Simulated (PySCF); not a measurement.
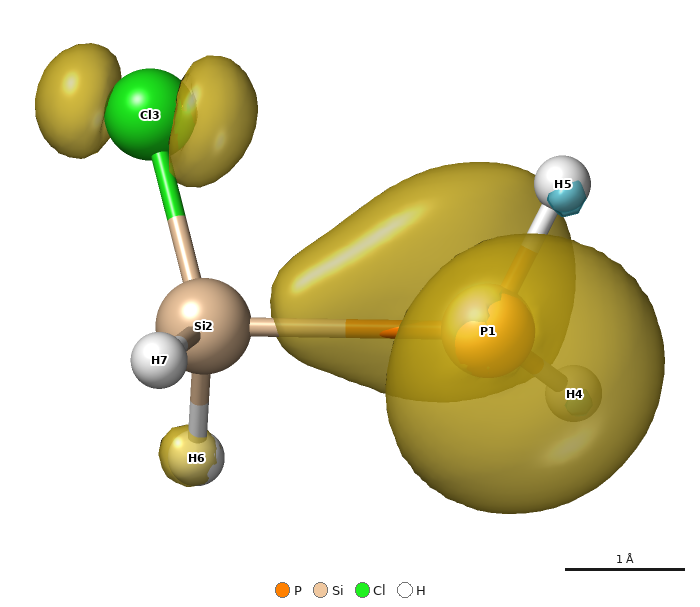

Figure. ClH₄PSi (SMILES [PH2+][SiH2]Cl) (charge +1, doublet). Isosurfaces of the spin density (α minus β) at +0.02 (yellow) and −0.02 e/Å³ (cyan), seen across its widest extent.

Geometry: GFN2-xTB.

Level of theory: PySCF 2.14.0, density-fitted response routines, UKS B3LYP, pcH-1 on Cl H P Si, non-relativistic, mean-field spin-orbit, GIAO.

| atom | x (Å) | y (Å) | z (Å) |
| --- | --- | --- | --- |
| P | 1.2781 | -0.3185 | 0.3385 |
| Si | -1.1014 | -0.0732 | 0.0088 |
| Cl | -1.4129 | 1.8279 | -0.4120 |
| H | 2.0057 | -0.7208 | -0.7759 |
| H | 1.9796 | 0.8510 | 0.6062 |
| H | -1.1982 | -1.0131 | -1.1022 |
| H | -1.5476 | -0.5483 | 1.3095 |

> Which atoms carry the spin?

The unpaired spin (1 electron) lies mostly on P1 (about 0.8), in electrons by Hirshfeld's partition.
